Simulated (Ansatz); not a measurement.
**CH3ClF2O2W: density, localisation and related maps**

```tsv
atom	x (Å)	y (Å)	z (Å)
C	0.4905	-1.6661	0.3574
Cl	1.5292	1.1116	-1.3139
F	-0.1221	3.0374	-0.0653
F	-1.3840	1.4262	1.3949
O	-0.3142	-0.5680	0.0675
O	-1.7031	1.2407	-1.4631
W	-0.5355	1.2284	-0.2583
H	1.4662	-1.5298	-0.1424
H	0.6474	-1.7511	1.4444
H	0.0086	-2.5807	-0.0183
```

Geometry: PBE0-D4/def2-SVP; core potentials replace the inner electrons of W.

All numbers below come from Ansatz 0.2.0, isolated molecule in a Gaussian basis; Kohn-Sham density functional theory, functional PBE0.

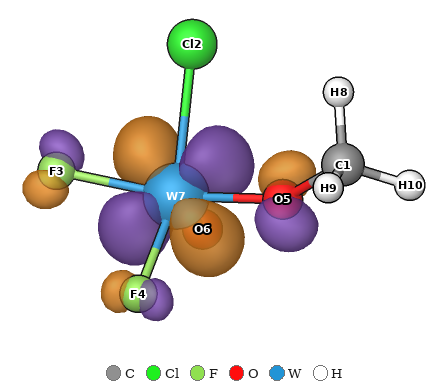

Figure 1. The LUMO at ±0.2 Å⁻³ᐟ² (orange and purple are the two phases), seen at a tilt.

> Where does this orbital lie, and at what energy?

It lies mainly on W7 (about 65 %), O5 (about 10 %), F3 (about 5 %) and Cl2 (about 5 %). Its energy is −3.64 eV.

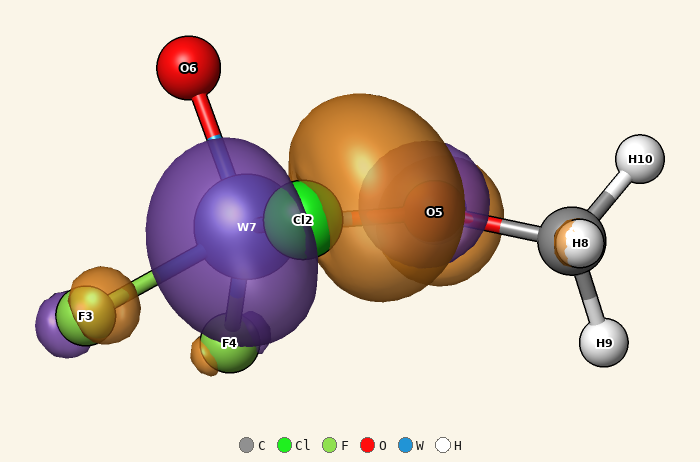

Figure 2. The HOMO at ±0.15 Å⁻³ᐟ² (orange and purple are the two phases), seen from one side.

> What is the character of this orbital?

It lies mainly on Cl2 (about 70 %) and O5 (about 15 %); largely a lone pair of Cl2. Its energy is −9.39 eV.
